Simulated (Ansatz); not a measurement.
```xyz
9

Si   -1.1862   -0.1808   -0.2425
H     2.8806   -0.6497    0.6902
Cl   -0.2067   -1.7449   -1.2184
Cl   -1.7945   -0.9295    1.5846
H    -2.3415    0.2000   -1.0800
H     2.3150   -0.8682    0.2290
N    -0.2113    1.1909    0.0432
H     0.5493    1.1548    0.7162
H    -0.0046    1.8276   -0.7221
```

Computed with RKS B3LYP-D4/def2-SVP (Ansatz 0.2.0).

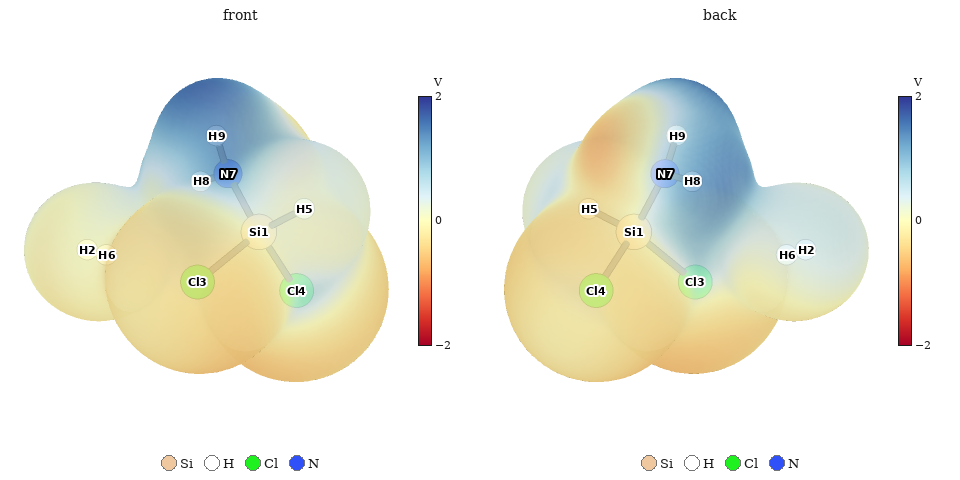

Cl₂H₃NSi···H₂. The molecular electrostatic potential painted on the density surface at 0.001 e/bohr³, seen from the front and from behind; the colour scale runs from red (negative) to blue (positive).

Question: Which sites attract a positive test charge, and which a negative one?

Answer: A positive charge is drawn to the negative regions and a negative charge to the positive ones. The most negative region (about −0.7 V, or −16 kcal/mol for a unit charge) lies over N7, the most positive (about +1.6 V, or +37 kcal/mol for a unit charge) over H9.
